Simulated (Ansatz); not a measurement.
**C₃H₆Si: small, medium and large basis sets**

Aim: see how fast density functionals converge with the basis set for C₃H₆Si.

Computed with Ansatz 0.2.0, Gaussian basis. Level: one geometry, several basis sets.

Levels to be run: PBE0-D4/def2-SVP; ωB97M-V/def2-SVP; PBE0-D4/def2-QZVPP; ωB97M-V/def2-QZVPP; the functionals' def2-TZVPP values are taken from earlier runs.

## Step 1: The geometry

An earlier PBE0-D4 in a triple-zeta def2 set relaxation fixed the geometry.

SMILES `C1=C[SiH2]C1`, 10 atoms, charge 0, spin multiplicity 1.

Atoms are counted from 1 here; the program's logs count them from 0.

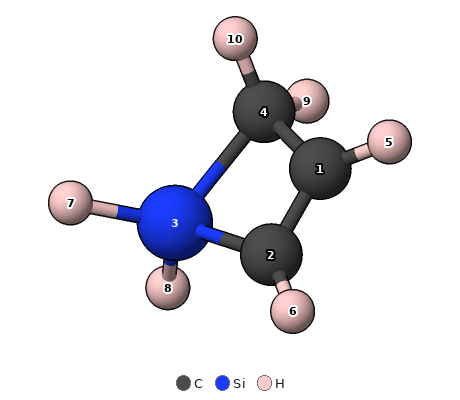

The geometry (carbon dark grey, silicon blue, hydrogen pink); atoms are numbered from 1 in the order of the file.

Geometry (Å):

```xyz
10

C    -0.7437    0.7956   -0.2679
C    -1.1116   -0.4824   -0.4578
Si    0.5322   -1.0606    0.1695
C     0.6665    0.8279    0.2892
H    -1.3408    1.6861   -0.4718
H    -2.0594   -0.8344   -0.8437
H     1.4438   -1.7473   -0.7886
H     0.5630   -1.8266    1.4473
H     0.7416    1.2661    1.2875
H     1.3913    1.3244   -0.3606
```

## Step 2: PBE0-D4 in def2-SVP

The input, in.yaml:

```yaml
crystal:
  periodic: [false, false, false]
  atoms:
    - {symbol: C, position_ang: [-0.743663, 0.795598, -0.267872]}
    - {symbol: C, position_ang: [-1.111588, -0.482352, -0.457775]}
    - {symbol: Si, position_ang: [0.532222, -1.060628, 0.169455]}
    - {symbol: C, position_ang: [0.666549, 0.827932, 0.289236]}
    - {symbol: H, position_ang: [-1.340751, 1.686072, -0.471834]}
    - {symbol: H, position_ang: [-2.059360, -0.834432, -0.843728]}
    - {symbol: H, position_ang: [1.443844, -1.747340, -0.788619]}
    - {symbol: H, position_ang: [0.563018, -1.826609, 1.447301]}
    - {symbol: H, position_ang: [0.741557, 1.266060, 1.287461]}
    - {symbol: H, position_ang: [1.391270, 1.324400, -0.360626]}
basis:
  gaussian: {orbitals: def2-SVP}
hamiltonian: {xc: pbe0, dispersion: d4}
output: {orbitals: {seedname: orbitals}}
```

The run is started by

```console
> ansatz run in.yaml --threads 2 --pin off --events-out ev --progress --plain --max-ram 4352MiB
```

Further steps of the session: ωB97M-V in def2-SVP; PBE0-D4 in def2-QZVPP; ωB97M-V in def2-QZVPP.

Before running them: what should the planned runs give, taken together? Wanted: PBE0-D4: double and triple zeta above quadruple; ωB97M-V: double and triple zeta above quadruple.

As calculated:

| quantity | value |
| --- | --- |
| PBE0-D4: double and triple zeta above quadruple | 6.70, 0.45 eV |
| ωB97M-V: double and triple zeta above quadruple | 6.88, 0.41 eV |

What this shows: For PBE0-D4 the step from double to triple zeta gains 6.26 eV and the next only 0.45 eV. These are total energies; as a rule much of such shifts cancels in differences, which this series doesn't test. The LUMO of ωB97M-V is positive and keeps falling with the basis (2.23 to 1.48 eV): an unbound level that the basis holds in place.
